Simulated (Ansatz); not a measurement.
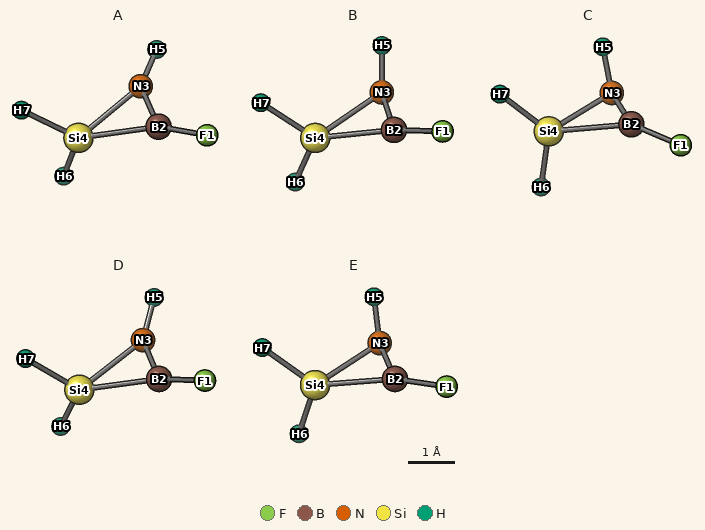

5 geometries from one relaxation of BSiNH$_{3}$F, in shuffled order. The picture is a ball-and-stick view, seen at a tilt.

The run prepares an end point of a later path (hydrogen shift) calculation, from a guessed geometry.

Theory: Ansatz 0.2.0, RKS B3LYP/def2-SVP. Settings: no spin polarisation; force threshold 0.02 eV/Å; at most 50 steps.

Question: Order the frames from highest to lowest energy.

Answer: C, E, B, D, A. They are steps 0, 1, 2, 5, 10, at +216.0 kJ/mol, +94.5 kJ/mol, +40.7 kJ/mol, +7.30 kJ/mol relative to the last. Over 8 accepted moves (10 points after the start) the energy falls by 216.0 kJ/mol. The largest force component goes from 4.5 to 0.011 eV/Å. The line search rejected the trial steps at points 4, 8 of the run. The atom that moves furthest after the best rigid fit is H5 (0.67 Å). By element the largest moves are H 0.67 Å, N 0.38 Å, F 0.24 Å, Si 0.20 Å, B 0.09 Å. Near-neighbour distances that change, for instance: B2–N3 1.524 → 1.381 Å, F1–B2 1.454 → 1.323 Å, N3–Si4 1.685 → 1.797 Å, B2–Si4 2.019 → 1.938 Å. Among the angles between lasting bonds that change: Si4–N3–H5 105.3° → 146.2°, B2–N3–H5 106.3° → 140.0°, H6–Si4–H7 125.5° → 108.8°.
